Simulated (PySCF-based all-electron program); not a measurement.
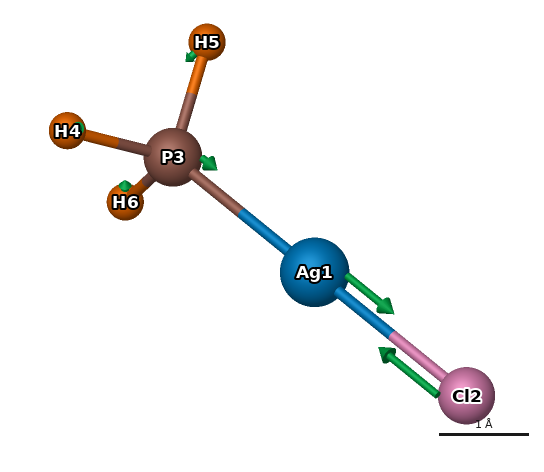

Arrows show the forces on the atoms, 0.6 Å of arrow for 1 eV/Å; forces under a tenth of the largest aren't drawn. Charge 0, singlet. Level of theory: r2SCAN, all-electron, scalar-relativistic (Koelling-Harmon), large uncontracted Gaussian sets (PySCF-based all-electron program).

Question: On which atom is the force largest, and how large is it?

Answer: On Cl2: 1.63 eV/Å.

Question: Along which bond is the force strongest?

Answer: Ag1–Cl2, now 2.497 Å: the forces pull its atoms together, so a first step downhill shortens it.

List the force components in the frame of the picture (x right, y up, z towards the viewer), in eV/Å.

| atom | Fx | Fy | Fz |
| --- | --- | --- | --- |
| Ag1 | 0.89 | −0.72 | 0.61 |
| Cl2 | −1.12 | 0.91 | −0.76 |
| P3 | 0.29 | −0.23 | 0.20 |
| H4 | 0.12 | 0.03 | −0.20 |
| H5 | −0.18 | −0.16 | 0.01 |
| H6 | 0.00 | 0.18 | 0.16 |
